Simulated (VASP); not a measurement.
Band structure of TiAl (L1_0). Calculation: optB86b-vdW, VASP's PBE PAW potentials (set 64) (plane waves; VASP).

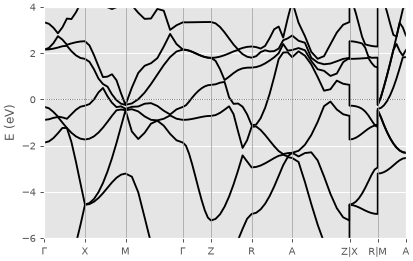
Figure: Bands along high-symmetry lines, zero at the valence-band maximum or, without a gap, the Fermi level

**Question.** Read the plot: is there a gap, and where are the band edges?

**Answer.** It has no gap at this level: it comes out as a metal or semimetal. (Edges off the drawn lines would not show.)

The compound is TiAl in the L1_0 structure. It was relaxed first. The electron count is odd and the run is not spin-polarised, which forces a metal.
